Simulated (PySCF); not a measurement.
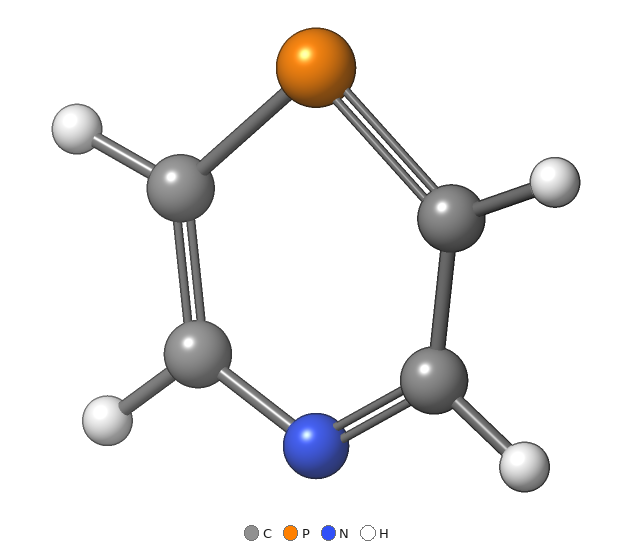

The picture shows a molecular structure as a ball-and-stick model.

Computed geometry: GFN2-xTB optimisation. No frequency run is at hand to confirm it as a minimum.

Description:

Formula C₄H₄NP. As SMILES it reads `c1cpccn1`. Independent rings (smallest set): 1 of 6 members, 1 of them aromatic. The point group is C2v. All atoms lie on one plane. Coordination: 4 C trigonal planar; 1 P bent; 1 N bent.

More results for the same structure follow; atom numbers are the same in all pictures, views and colours differ.

**Geometry**

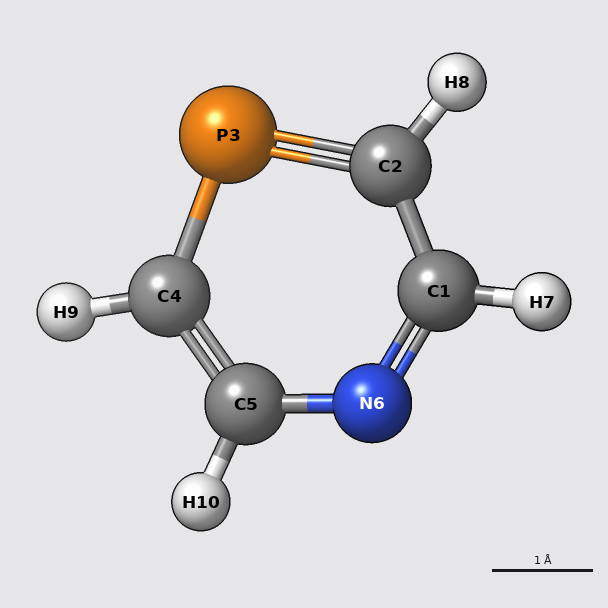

The atoms are numbered. No frequency run is at hand to confirm it as a minimum.

List the bonds and their lengths.

```csv
bond,length (Å),order
C1–C2,1.381,aromatic
C1–N6,1.321,aromatic
C1–H7,1.086,single
C2–P3,1.736,aromatic
C2–H8,1.082,single
P3–C4,1.736,aromatic
C4–C5,1.381,aromatic
C4–H9,1.082,single
C5–N6,1.321,aromatic
C5–H10,1.086,single
```

**Electronic properties**

No frequency run is at hand to confirm it as a minimum. Level of theory: PBE0/def2-SVPD, gas phase (PySCF 2.14.0). Excitations: vertical, linear response.

Estimate the HOMO–LUMO gap.

5.34 eV.

What is the lowest vertical singlet excitation?

3.89 eV.

Give the mean static polarisability at this level.

73.6 bohr³.

What is the brightest of the 8 lowest singlets?

6.33 eV.

**Dipole moment**

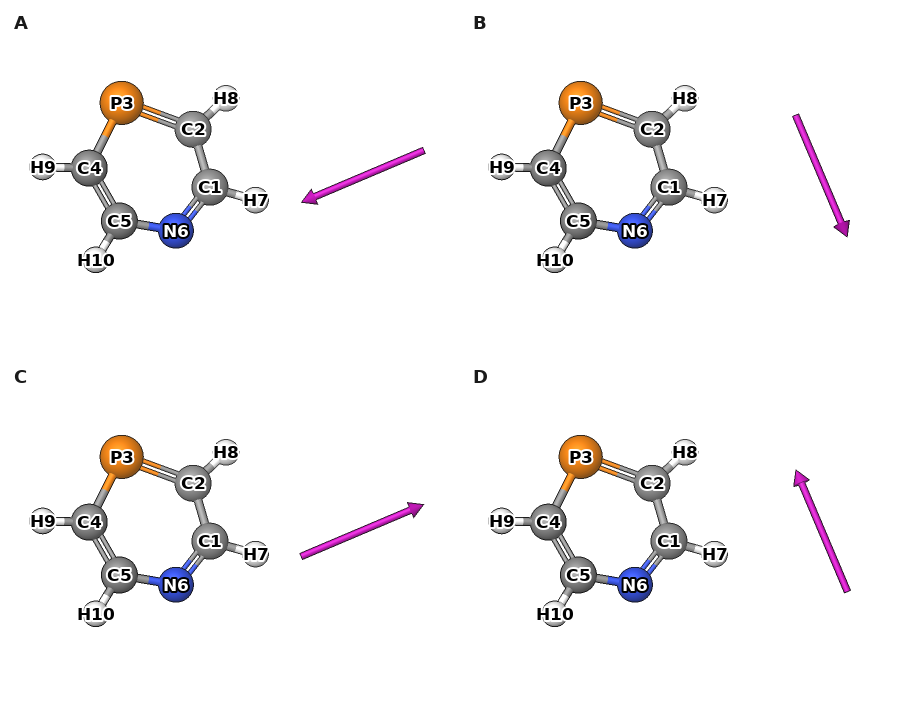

The same molecule four times, each with an arrow. No frequency run is at hand to confirm it as a minimum. Method: PBE0/def2-SVPD, gas phase (PySCF 2.14.0).

Which arrow points along the dipole moment, from the negative to the positive end?

D. The dipole moment is 0.81 D; it points from the side of N6, H7, H10 to the side of P3 (the outermost atoms at the two ends).

**Core levels**

No frequency run is at hand to confirm it as a minimum. Method: delta-SCF UKS SCAN, pcX-2 on the ionised atom, pcseg-1 elsewhere, spin-free X2C (PySCF 2.14.0).

Give the core-electron binding energies (to vacuum; p and d levels without spin–orbit splitting) of C1 1s, C2 1s, P3 1s, P3 2p, N6 1s.

| atom | level | binding energy (eV) |
| --- | --- | --- |
| C1 | 1s | 291.6 |
| C2 | 1s | 290.5 |
| P3 | 1s | 2150.1 |
| P3 | 2p | 136.9 |
| N6 | 1s | 404.7 |

The geometry is semi-empirical. Around P such bond lengths and angles can be off by a tenth of an ångström or more and by several degrees, and values that hang on the shape move with them.
